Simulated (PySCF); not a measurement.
Consider C4H9Ge2N.

Input file:

```
{"job": {"kind": "uv", "xc": "PBE0", "basis": "def2-SVPD", "nstates": 8, "ntriplets": 3}, "charge": 0, "multiplicity": 1}
C     -2.459842    -1.256669     0.301139
C     -1.290301    -1.000439    -0.261860
Ge    -0.443149     0.758639    -0.264776
C     -1.669351     2.004488     0.543706
N     -2.397067     2.733189     1.044035
C      1.247165     0.808073     0.759361
Ge     2.532333    -0.533392     0.118715
H     -2.898127    -2.243603     0.304681
H     -3.031895    -0.479026     0.784891
H     -0.735526    -1.800709    -0.738286
H     -0.229789     1.279402    -1.669524
H      1.030950     0.630935     1.813456
H      1.684948     1.803623     0.681415
H      3.844368    -0.382908     0.822522
H      2.033798    -1.920221     0.366179
H      2.773887    -0.392439    -1.349582
```

Command:

```sh
OMP_NUM_THREADS=1 python probes_run.py task.json out
```

Geometry: GFN2-xTB.

The calculation used PBE0/def2-SVPD, SCF density, gas phase in PySCF.

Question: What can the converged electron density and electron localisation function tell about the bonding?

Answer: C–N (1.14 Å): ρ is about 3.6 e/Å³ halfway; the ELF peaks at about 0.85 between the atoms (a short, multiple covalent bond).
C–C (1.32 Å): the density is about 2.3 e/Å³ at the midpoint; the ELF peaks at about 0.90 between the atoms (a short, multiple covalent bond).
C–Ge (1.93 Å): the density is about 0.85 e/Å³ at the midpoint; the ELF peaks at about 0.95 in the valence shell of C, 0.7 Å from its nucleus, and is about 0.60 at the midpoint.
C–H (1.08 Å): the density is about 2 e/Å³ at the midpoint; the ELF climbs to about 1 towards the hydrogen, as it does in any bond to H; a covalent bond by its length.

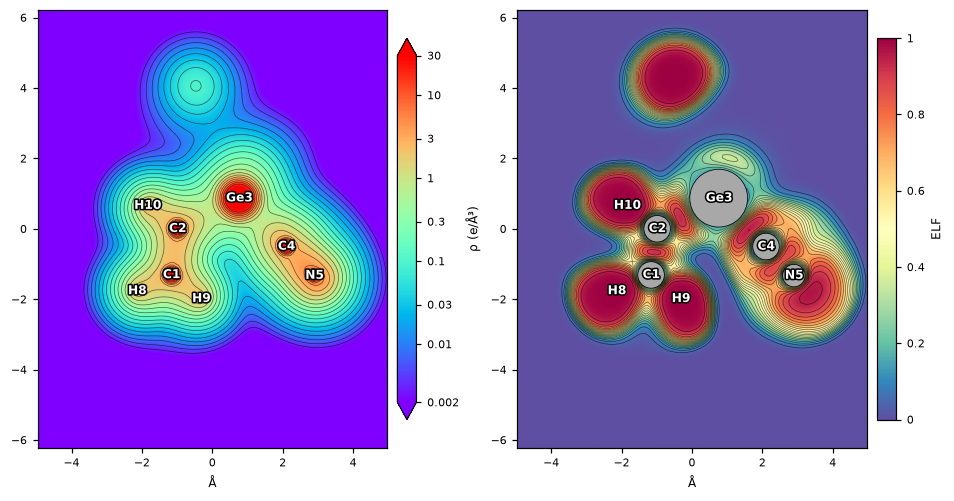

Computed electron density and electron localisation function on the plane of atoms H8, C1 and H9, in this order. Grey discs cover the atomic cores in the ELF map. 
